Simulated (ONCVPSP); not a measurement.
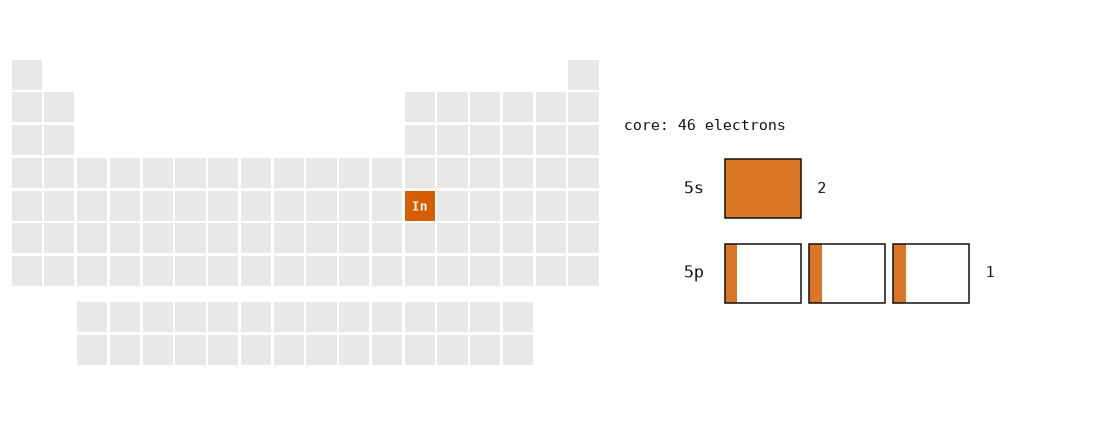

Figure 1. Left, the place of indium in the periodic table; right, the valence shells of the reference configuration: a box for each of the 2l + 1 orbitals, shaded by the share of the shell that is filled, with the electron count at the right.

# Pseudopotential generation, with input and output: In

Indium (In, Z = 49), core [Kr] 4d10, reference valence 5s2 5p1, valence charge 3. Level asked for: ONCV potential, LDA (Perdew-Wang 92), scalar-relativistic, made with ONCVPSP 4.0.1.

The input:
```
# ATOM AND REFERENCE CONFIGURATION
# atsym  z   nc   nv     iexc    psfile
  In 49.00    9    2  -001012      upf
#
#   n    l    f
    1    0    2.00
    2    0    2.00
    2    1    6.00
    3    0    2.00
    3    1    6.00
    3    2   10.00
    4    0    2.00
    4    1    6.00
    4    2   10.00
    5    0    2.00
    5    1    1.00
#
# PSEUDOPOTENTIAL AND OPTIMIZATION
# lmax
    2
#
#   l,   rc,      ep,       ncon, nbas, qcut
    0    2.35    0.00    4    7    2.80
    1    2.85    0.00    4    7    2.70
    2    2.15    0.12    4    7    5.10
#
# LOCAL POTENTIAL
# lloc, lpopt,  rc(5),   dvloc0
    4    5    1.95    3.00
#
# VANDERBILT-KLEINMAN-BYLANDER PROJECTORs
# l, nproj, debl
    0    2    1.70
    1    3    1.20
    2    2    3.40
#
# MODEL CORE CHARGE
# icmod, fcfact, rcfact
    2    0.60    0.75
#
# LOG DERIVATIVE ANALYSIS
# epsh1, epsh2, depsh
   -2.00    5.00    0.02
#
# OUTPUT GRID
# rlmax, drl
    6.00    0.01
#
# TEST CONFIGURATIONS
# ncnf
    4
# nvcnf
#   n    l    f
    2
    5    0    2.00
    5    1    0.00
#
    2
    5    0    1.00
    5    1    0.00
#
    2
    5    0    2.00
    5    1    0.50
#
    2
    5    0    0.00
    5    1    3.00
#
```

Run as:
```bash
oncvpsp.x < In.dat > In.out
```

Log (extracts):
```
ONCVPSP  (Optimized Norm-Conservinng Vanderbilt PSeudopotential)
scalar-relativistic version 4.0.1

#   n    l    f        energy (Ha)
    1    0    2.00    -1.0187332E+03
    2    0    2.00    -1.5256709E+02
    2    1    6.00    -1.3702277E+02
    3    0    2.00    -2.8931181E+01
    3    1    6.00    -2.3840476E+01
    3    2   10.00    -1.5912643E+01
    4    0    2.00    -4.3903327E+00
    4    1    6.00    -2.8683547E+00
    4    2   10.00    -6.8785574E-01
    5    0    2.00    -3.1170944E-01
    5    1    1.00    -9.9150108E-02

Reference configufation results
  iterations    23
  all-electron total energy (Ha)   -5.87644709D+03

Begin loop to  construct optimized pseudo wave functions
and semi-local pseudopoentials for all angular momenta

   Wellstate for l =  0  n =  7
     eigenvalue =   1.3883
     asymptotic potential =   1.8883
     half-point radius =  4.9340

Calculating optimized projector #   1

 for l=   0

    Fraction of norm inside rc  0.458243
    Optimizing pswf for qcut=   2.80 a_B^-1,  ecut=   3.92 Ha
    Residual kinetic energy error=  3.79D-03 Ha

    Energy error per electron        Cutoff
         Ha          eV             Ha
         0.01000     0.27211        3.12
         0.00100     0.02721        9.12
         0.00010     0.00272       19.93
         0.00001     0.00027       23.69

Calculating optimized projector #   2

 for l=   0

    Fraction of norm inside rc  0.121143
    Optimizing pswf for qcut=   2.80 a_B^-1,  ecut=   3.92 Ha
    Residual kinetic energy error=  2.44D-02 Ha

    Energy error per electron        Cutoff
         Ha          eV             Ha
         0.01000     0.27211        4.44
         0.00100     0.02721       11.08
         0.00010     0.00272       22.10
         0.00001     0.00027       25.94

   Wellstate for l =  1  n =  7
     eigenvalue =   1.1008
     asymptotic potential =   1.6008
     half-point radius =  6.0511

   Wellstate for l =  1  n =  8
     eigenvalue =   2.3008
     asymptotic potential =   2.8008
     half-point radius =  5.5505

Calculating optimized projector #   1

 for l=   1

    Fraction of norm inside rc  0.338254
    Optimizing pswf for qcut=   2.71 a_B^-1,  ecut=   3.66 Ha
    Residual kinetic energy error=  4.94D-04 Ha

    Energy error per electron        Cutoff
         Ha          eV             Ha
         0.01000     0.27211        0.93
         0.00100     0.02721        2.45
         0.00010     0.00272       12.61
         0.00001     0.00027       17.33

Calculating optimized projector #   2

 for l=   1

    Fraction of norm inside rc  0.151385
    Optimizing pswf for qcut=   2.71 a_B^-1,  ecut=   3.66 Ha
    Residual kinetic energy error=  5.05D-03 Ha

    Energy error per electron        Cutoff
         Ha          eV             Ha
         0.01000     0.27211        3.06
         0.00100     0.02721        5.40
         0.00010     0.00272       16.30
         0.00001     0.00027       21.30

Calculating optimized projector #   3

 for l=   1

    Fraction of norm inside rc  0.158270
    Optimizing pswf for qcut=   2.71 a_B^-1,  ecut=   3.66 Ha
    Residual kinetic energy error=  4.45D-02 Ha

    Energy error per electron        Cutoff
         Ha          eV             Ha
         0.01000     0.27211        5.10
         0.00100     0.02721       10.12
         0.00010     0.00272       20.12
         0.00001     0.00027       31.85

   Wellstate for l =  2  n =  5
     eigenvalue =   0.1200
     asymptotic potential =   0.6200
     half-point radius = 10.0717

   Wellstate for l =  2  n =  7
     eigenvalue =   3.5200
     asymptotic potential =   4.0200
     half-point radius =  3.8246

Calculating optimized projector #   1

 for l=   2

    Fraction of norm inside rc  0.021178
    Optimizing pswf for qcut=   5.10 a_B^-1,  ecut=  13.00 Ha

optimize: ERROR ps0norm > uunorm, code will stop
```

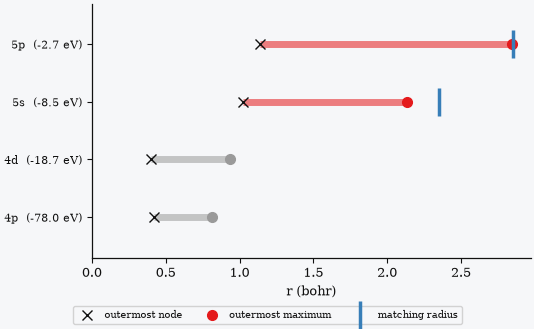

Figure 2. Outer shells of the all-electron reference atom: each bar runs from the outermost node (or the nucleus) to the outermost maximum of u(r); the tick is the radius chosen for the pseudo-wave. Shells without a tick have no pseudo-wave of their own. Levels, nodes and maxima are from ld1.x, scalar-relativistic.

- Radii against the shells: 5s: 2.35 bohr, outside the maximum; 5p: 2.85 bohr, outside the maximum.

What the run reported:

```tsv
quantity	value
outcome	ended with an error
hardware	1 CPU thread, shared host
wall time	1.9 s
```

Diagnosis:

The generator stopped with the message “optimize: ERROR ps0norm > uunorm, code will stop”. In words: the continuity conditions at rc already need more norm inside rc than the all-electron wave has, so norm conservation cannot be met. It was at work on the d channel when it stopped.
